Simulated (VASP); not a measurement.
Band structure of TaSb (relaxed from the rock salt structure, space group Fm-3m). Computed with PBEsol GGA, VASP's PBE PAW potentials (set 64) (plane waves; VASP 6.6.1).

Unless said otherwise, spin-orbit coupling is left out, though it shifts the bands of the heavy elements here.

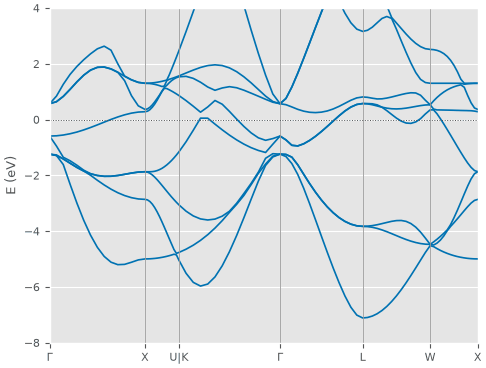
Figure. Bands along high-symmetry lines, zero at the valence-band maximum or, without a gap, the Fermi level

Task: Read the plot: is there a gap, and where are the band edges?

Result: It has no gap at this level: it comes out as a metal or semimetal. (Edges off the drawn lines would not show.)

The structure was generated: TaSb was put into the rock salt type (Fm-3m), which need not be its known phase. It was relaxed first, which changed the volume by -41 %.
